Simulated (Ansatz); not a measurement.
The starting structures come from a database of crystals and need not be the phases stable at ambient conditions.

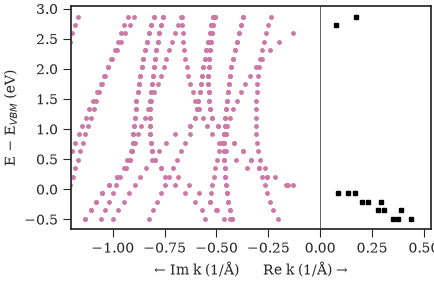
*Complex bands at the centre of the two-dimensional zone; r2SCAN (Ansatz, a program for electronic structure)*

No gap correction and no spin-orbit coupling; mid-gap values are interpolated between computed energies.

Q: This is Na$_{3}$PS$_{4}$ (P-42_1c, not sure to be the ambient phase, 16 atoms a cell, 21.2 Å³ an atom) along the normal of (100). Read off the slowest decay at the centre of the two-dimensional zone at 1.33 eV, the computed energy nearest the middle of the gap.

A: κ ≈ 0.31 1/Å, a decay length 1/(2κ) of the density of 1.6 Å.
